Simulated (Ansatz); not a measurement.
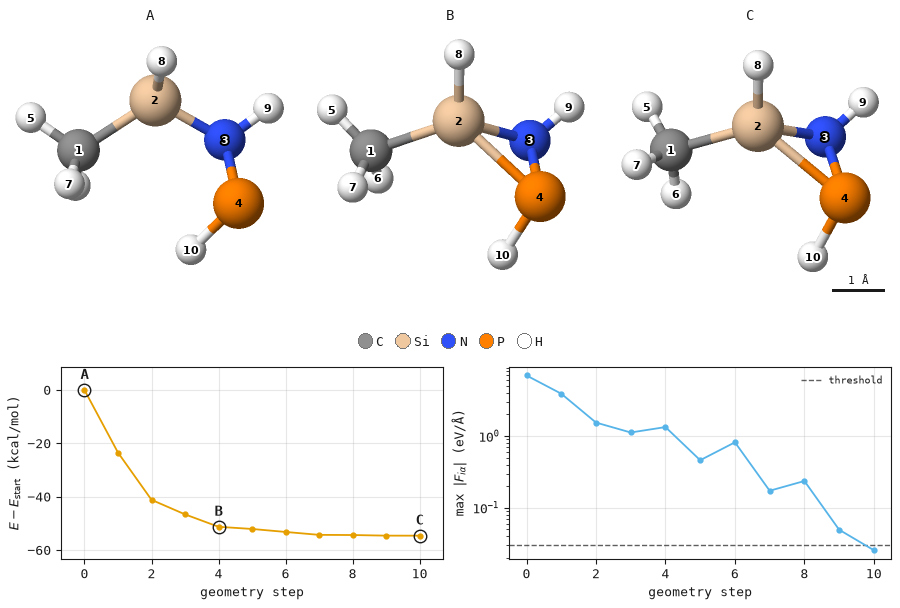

Frames of a relaxation of CH₆NPSi (coarse preliminary run), marked on the history of the run. The picture is a ball-and-stick view, seen face on.

The start comes from a force field.

Theory: RKS PBE-D4/def2-SVP in Ansatz. Set-up: force threshold 0.03 eV/Å; at most 200 steps.

Describe the path.

Answer. The atom that moves furthest after the best rigid fit is Si2 (0.77 Å). By element the largest moves are Si 0.77 Å, H 0.74 Å, N 0.24 Å, P 0.17 Å, C 0.14 Å. Some distances before and after: Si2–P4 2.710 → 2.220 Å, Si2–N3 1.594 → 1.754 Å, N3–P4 1.696 → 1.840 Å, C1–Si2 1.793 → 1.872 Å. Among the angles between lasting bonds that change: Si2–N3–P4 110.8° → 76.2°, Si2–N3–H9 114.9° → 126.4°, N3–Si2–H8 110.5° → 119.3°. After 10 geometry steps the energy has fallen by 54.6 kcal/mol. Largest force component: 7 eV/Å at the start, 0.026 eV/Å at the end. Cost: 38 s on 2 threads of Arm Neoverse N1 (shared host). From step 0 to 4: Si2 moves most (0.66 Å), energy −51.2 kcal/mol. From step 4 to 10: H7 moves most (0.55 Å), energy −3.33 kcal/mol.

```csv
step,"E − E(0), kcal/mol","largest force component, eV/Å"
0,0.00,6.9946
1,-23.45,3.8957
2,-41.15,1.5411
3,-46.59,1.1204
4,-51.25,1.3337
5,-52.06,0.4599
6,-53.18,0.8172
7,-54.27,0.1725
8,-54.33,0.2358
9,-54.56,0.0493
10,-54.58,0.0255
```
